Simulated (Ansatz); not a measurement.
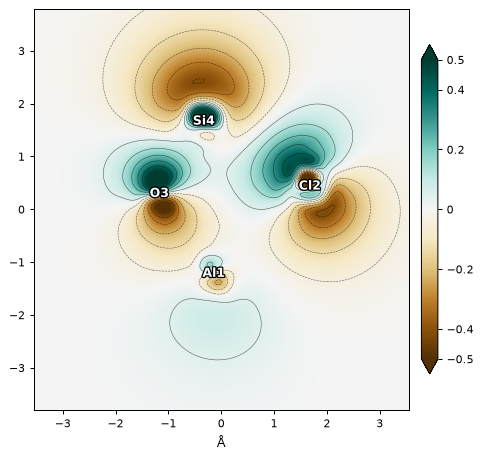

Figure. AlClH$_{2}$OSi. The HOMO−1 on the plane of atoms Cl2, Al1 and O3 (values in Å⁻³ᐟ²; the overall sign is arbitrary).

Geometry: B3LYP-D3(BJ)/def2-SVP.

These are results of isolated molecule in a Gaussian basis; Kohn-Sham density functional theory, functional PBE0 (Ansatz 0.2.0), not measurements.

The calculation's input:

```
basis:
  gaussian: {orbitals: def2-TZVPD}
crystal:
  periodic: [false, false, false]
  atoms:
    - {symbol: Al, position_ang: [-2.700423, 1.540611, 2.330496]}
    - {symbol: Cl, position_ang: [-2.815079, -0.450591, 3.771865]}
    - {symbol: O, position_ang: [-2.358818, 0.285619, 1.051807]}
    - {symbol: Si, position_ang: [-2.341506, -1.229017, 1.594512]}
    - {symbol: H, position_ang: [-1.419858, 2.341996, 2.783868]}
    - {symbol: H, position_ang: [-4.164240, 2.124016, 2.264528]}
hamiltonian: {xc: {name: PBE0}}
output: {forces: true, orbitals: {seedname: orbitals}}
```

Launched as:

```sh
ansatz run input.yaml --threads 1 --pin off --max-ram 2610MiB --events-out events.jsonl --progress --plain --runs-dir runs
```

Describe this orbital and give its energy.

Answer. Its weight (Hirshfeld) is mainly on Si4 (about 55 %), Cl2 (about 25 %) and O3 (about 10 %). Its energy is −8.40 eV.
